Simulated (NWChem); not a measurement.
# GaH2O2F (SMILES [OH][Ga]([OH])[F]) at MP2/6-31G(d) (spherical functions)

Aim: the vertical singlet–triplet gap of GaH2O2F at MP2/6-31G* (spherical functions), from 2 runs. 

The results are computed with NWChem 7.3.0.

1 further run of the same task is left out (set aside as unsound or not needed).

## Step 1: The system as given

GaH2O2F has 6 atoms, charge 0, and is taken as a singlet. As SMILES, `[OH][Ga]([OH])[F]`. The shape is that of a PBE0-D4/def2-TZVP optimisation. This is one conformer, not always the lowest.

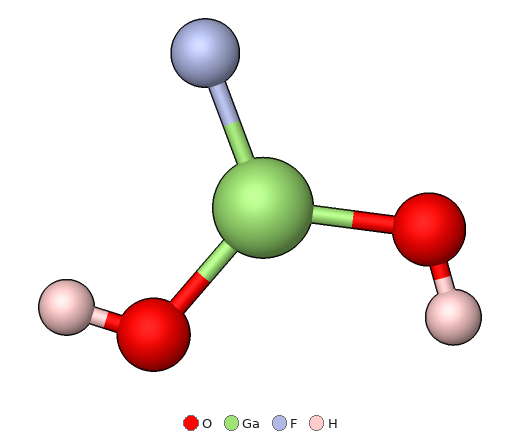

Viewed from a chosen angle; oxygen red, gallium green, fluorine light blue, hydrogen pink.

## Step 2: Energy and gradient at MP2/6-31G(d) (spherical functions)

The input, fgah2o2.nw:

```
start fgah2o2
title "FGaH2O2"
memory stack 880 mb heap 220 mb global 1100 mb
geometry units au noautosym nocenter noautoz
O   -0.56162660   2.55301999  -1.08621458
Ga  -0.12887932  -0.64704223  -0.22223179
O    1.50119843  -1.59171631   2.52335129
F   -1.36551610  -3.00239687  -2.16335847
H   -1.49061597   2.75711042  -2.63201055
H    2.12443011  -0.18972850   3.49315874
end
basis spherical bse
* library 6-31G*
end
scf
thresh 1e-08
maxiter 80
end
mp2
freeze core 12
tight
end
task mp2 gradient
```

Launch:

```console
nwchem fgah2o2.nw > fgah2o2.out
```

What it wrote, cut to the lines that bear on the results:

```text
[...]
  functions       =    78
[...]
  wavefunction    = RHF
[...]
         Total SCF energy =  -2173.376140131438
      One-electron energy =  -3626.267095175771
      Two-electron energy =   1154.976583498302
 Nuclear repulsion energy =    297.914371546032
        Time for solution =     16.2s
[...]
          Total MP2 energy         -2174.152125946093
[...]
                         mp2 ENERGY GRADIENTS
    atom               coordinates                        gradient
                 x          y          z           x          y          z
   1 O      -0.561627   2.553020  -1.086215   -0.005412  -0.009939  -0.008501
   2 Ga     -0.128879  -0.647042  -0.222232    0.002751   0.003880   0.004365
   3 O       1.501198  -1.591716   2.523351   -0.001390   0.013284  -0.002900
   4 F      -1.365516  -3.002397  -2.163358    0.001679   0.003569   0.002623
   5 H      -1.490616   2.757110  -2.632011    0.006376  -0.000745   0.010593
   6 H       2.124430  -0.189729   3.493159   -0.004005  -0.010048  -0.006180
[...]
```

Wall time 43 s (1 thread of Intel Xeon 6975P-C (Granite Rapids), shared host); peak memory 0.24 GiB.

## Step 3: The triplet: a single-point energy at UMP2/6-31G(d) (spherical functions)

The input, struct.nw:

```
start struct
memory 2200 mb
charge 0
geometry units angstrom noautosym nocenter noautoz
  O    -0.297200    1.351000   -0.574800
  Ga   -0.068200   -0.342400   -0.117600
  O     0.794400   -0.842300    1.335300
  F    -0.722600   -1.588800   -1.144800
  H    -0.788800    1.459000   -1.392800
  H     1.124200   -0.100400    1.848500
end
basis spherical bse
  * library 6-31G*
end
scf
  nopen 2
  uhf
  thresh 1e-08
  maxiter 80
end
mp2
  freeze core 12
  tight
end
task mp2 energy
```

Launch:

```console
nwchem struct.nw > struct.out
```

What it wrote, cut to the lines that bear on the results:

```text
[...]
  functions       =    78
[...]
  wavefunction    = UHF
[...]
         Total SCF energy =  -2173.163877243050
      One electron energy =  -3624.993928696711
      Two electron energy =   1153.915658566297
 Nuclear repulsion energy =    297.914392887365
                       Sz =      1.0000
                 Sz(Sz+1) =      2.0000
                      S^2 =      2.0093
[...]
          Total MP2 energy         -2173.901640134249
[...]
```

It took 76 s on 1 thread of Intel Xeon 6975P-C (Granite Rapids), shared host; peak memory 0.19 GiB.

## Step 4: Results

At MP2/6-31G* (spherical functions), 12 core orbitals frozen:

| quantity | value |
| --- | --- |
| singlet: total energy | -2174.15213 Eh |
| singlet: dipole moment (of the density that the program reports) | 2.00 D |
| singlet: HOMO energy (Hartree–Fock orbitals) | -13.66 eV |
| singlet: LUMO energy (Hartree–Fock orbitals) | 1.79 eV |
| singlet: HOMO–LUMO gap (Hartree–Fock orbitals) | 15.46 eV |
| singlet: correlation energy (12 core orbitals frozen) | -776.0 mEh |
| singlet: largest force on an atom | 0.728 eV/Å |
| triplet: total energy | -2173.90164 Eh |
| triplet: HOMO energy (Hartree–Fock orbitals) (highest over α and β) | -5.42 eV |
| triplet: LUMO energy (Hartree–Fock orbitals) (lowest over α and β) | -1.55 eV |
| triplet: correlation energy (12 core orbitals frozen) | -737.8 mEh |
| triplet: ⟨S²⟩ of the reference determinant | 2.009 |
| vertical energy of the triplet above the singlet | 6.816 eV |

At this shape the triplet lies 6.82 eV (157 kcal/mol) above the singlet. The largest force (singlet) is 0.73 eV/Å: the shape isn't a stationary point for this species at this level.
